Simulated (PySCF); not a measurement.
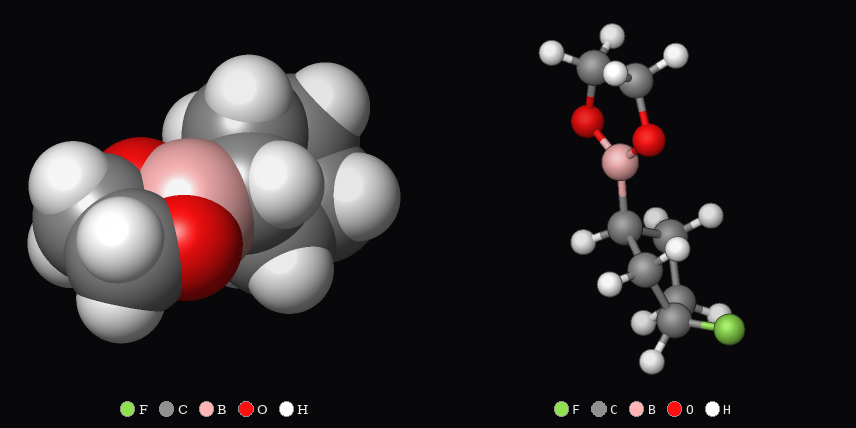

Two views of one molecule.

The geometry was computed by an optimisation with GFN2-xTB. No frequency run is at hand to confirm it as a minimum.

**What is the molecular formula?**

C7H12BFO2, 23 atoms: 7 carbon, 12 hydrogen, 1 boron, 1 fluorine and 2 oxygen.

**Give the symmetry (Schoenflies symbol).**

C1.

**Name functional groups in it.**

Among them: C–F bond.

**Write the SMILES.**

F[C@@H]1CC[C@H](B2OCCO2)C1

**Count the bonded pairs by element.**

12 C–H, 6 C–C, 2 B–O, 2 C–O, 1 C–F, 1 C–B.

More results for the same structure follow; atom numbers are the same in all pictures, views and colours differ.

### Shape

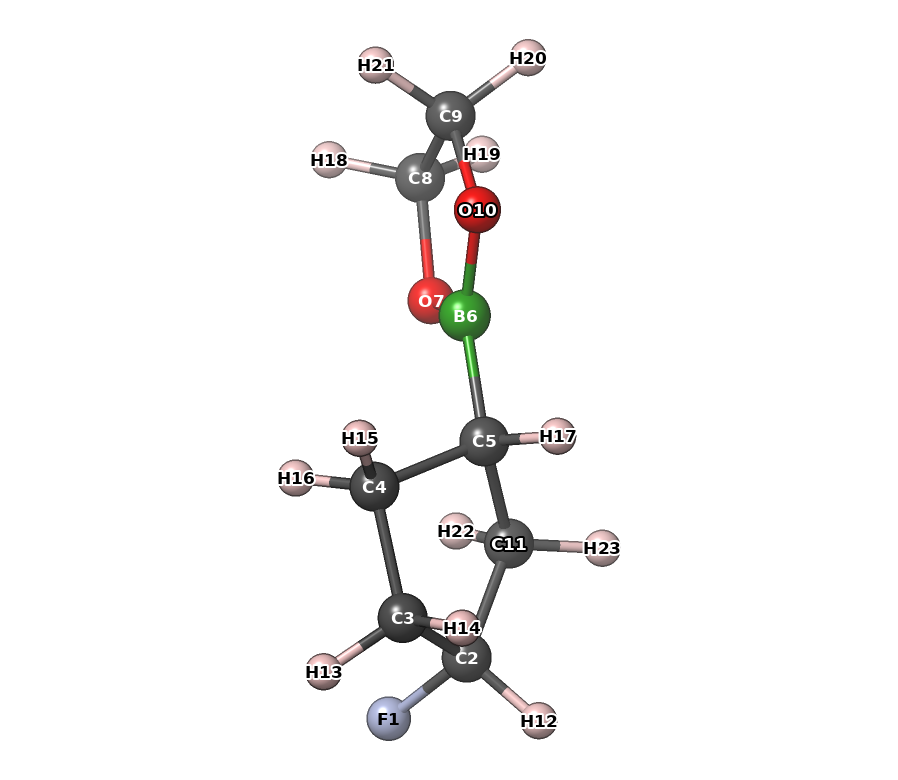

O7 lies behind B6. The molecule seen a little off the B6–O7 bond, B6 in front. Atoms fade into the background with distance from the viewer. No frequency run is at hand to confirm it as a minimum.

**What is the torsion angle O10–B6–O7–C8? The sign is positive where the front bond must turn clockwise to cover the back bond.**

0°, synperiplanar (eclipsed).

### Ring current

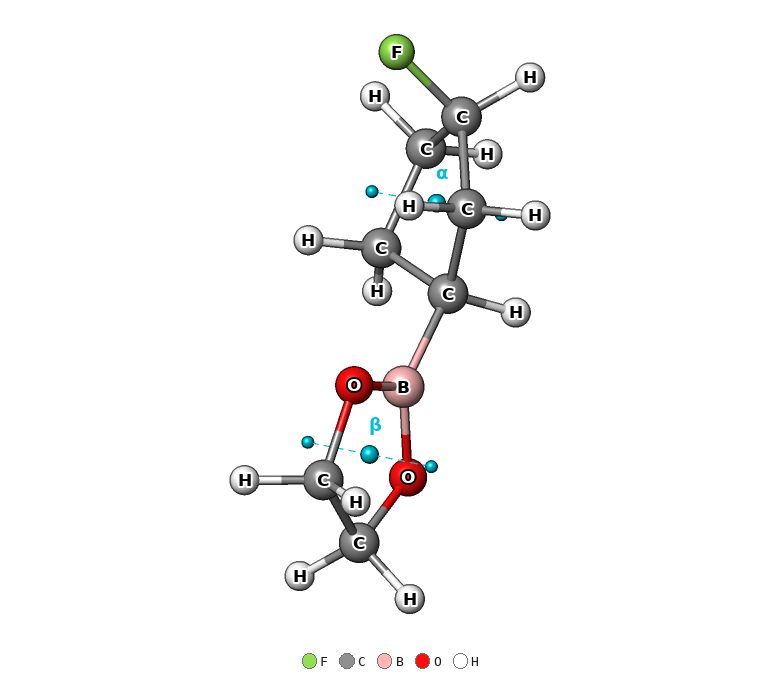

The small points mark where nucleus-independent chemical shifts (NICS) were computed: at the centre of each lettered ring and 1 Å above and below it. No frequency run is at hand to confirm it as a minimum. Method: GIAO PBE0/pcSseg-1 NMR shielding, non-relativistic, gas phase (PySCF 2.14.0).

Give NICS(0), NICS(1) and the out-of-plane component NICS(1)zz for each ring (means of the two sides).

```json
{"ring": "α", "members": "C5", "NICS(0)": "−5.0", "NICS(1)": "−4.1", "NICS(1)zz": "−3.3"}
{"ring": "β", "members": "C2BO2", "NICS(0)": "−5.5", "NICS(1)": "−2.3", "NICS(1)zz": "−4.5"}
```

Values in ppm.

**What do the values say about the ring currents?**

Ring α: weak, as in a non-aromatic ring. Ring β: weak, as in a non-aromatic ring. NICS is one index among several.

### Quadrupole coupling

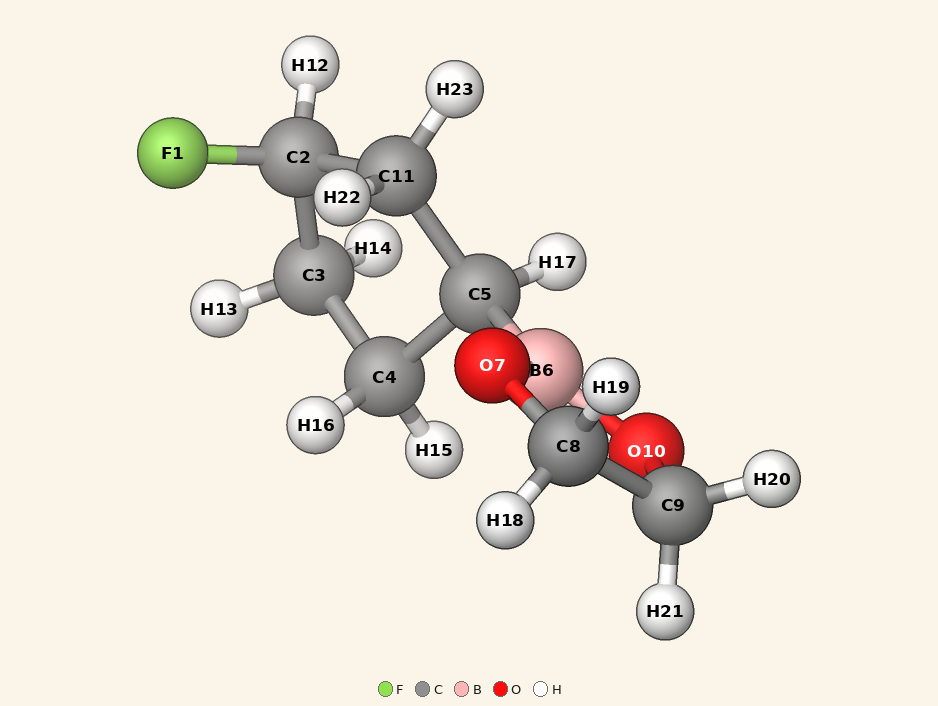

No frequency run is at hand to confirm it as a minimum. Electric field gradients from the ground-state density, PBE0/pcSseg-1 (PySCF 2.14.0), non-relativistic apart from any core potentials.

Give the largest field-gradient component, the quadrupole coupling constant and the asymmetry for 11B at B6 (Q = 40.59 mb), 17O at O7 (Q = −25.6 mb), 17O at O10 (Q = −25.6 mb), 2H at H12 (Q = 2.86 mb), 2H at H13 (Q = 2.86 mb), 2H at H14 (Q = 2.86 mb), 2H at H15 (Q = 2.86 mb).

| atom | V_zz (a.u.) | e²qQ/h (MHz) | η |
| --- | --- | --- | --- |
| B6 | 0.347 | 3.31 | 0.58 |
| O7 | 1.582 | −9.52 | 0.17 |
| O10 | 1.585 | −9.53 | 0.18 |
| H12 | 0.288 | 0.194 | 0.07 |
| H13 | 0.311 | 0.209 | 0.01 |
| H14 | 0.308 | 0.207 | 0.01 |
| H15 | 0.314 | 0.211 | 0.01 |

### NMR shielding

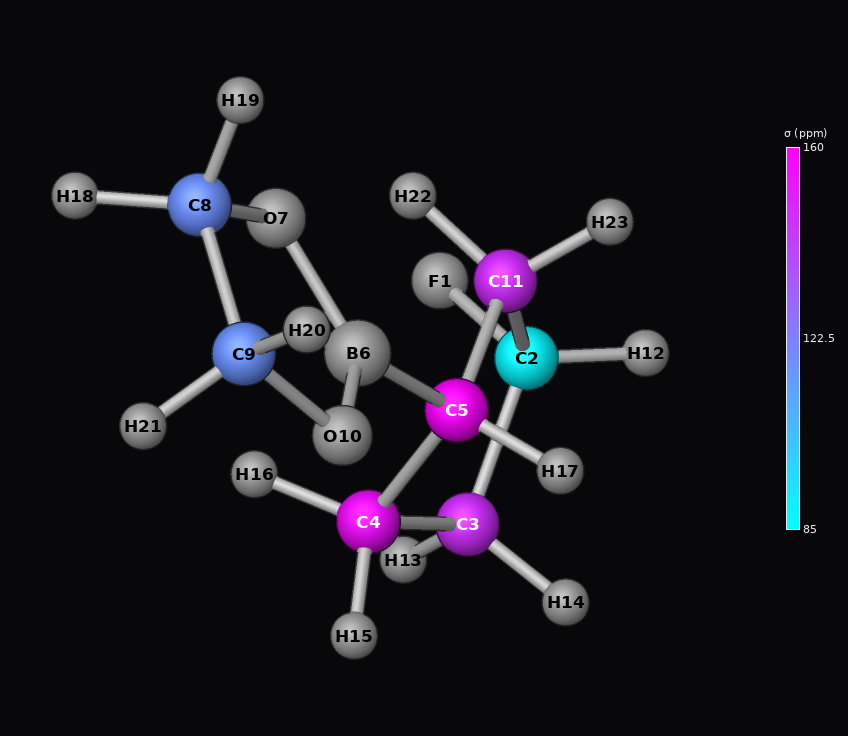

Atoms are coloured by their isotropic NMR shieldings (C only, the others grey). No frequency run is at hand to confirm it as a minimum. Properties computed with GIAO PBE0/pcSseg-1 NMR shielding, non-relativistic, gas phase (PySCF 2.14.0).

**Which C atom is the most shielded (lowest chemical shift)?**

C5 (158.9 ppm).

**Which C atom is the least shielded (highest chemical shift)?**

C2 (87.9 ppm).

**How wide is the range of C shifts?**

71.0 ppm.

Give the isotropic NMR shieldings of the C atoms atom by atom.

```csv
atom,σ (ppm)
C2,87.9
C3,146.0
C4,155.7
C5,158.9
C8,117.3
C9,116.9
C11,146.3
```

### Electronic properties

No frequency run is at hand to confirm it as a minimum. Properties computed with PBE0/pcSseg-1, gas phase (PySCF 2.14.0).

What does the calculation give?

- dipole moment: 3.08 D
- HOMO energy (Kohn–Sham orbital): −8.06 eV
- LUMO energy (Kohn–Sham orbital): 1.02 eV
- HOMO–LUMO gap: 9.08 eV

The geometry is semi-empirical. Around B such bond lengths and angles can be off by a tenth of an ångström or more and by several degrees, and values that hang on the shape move with them.
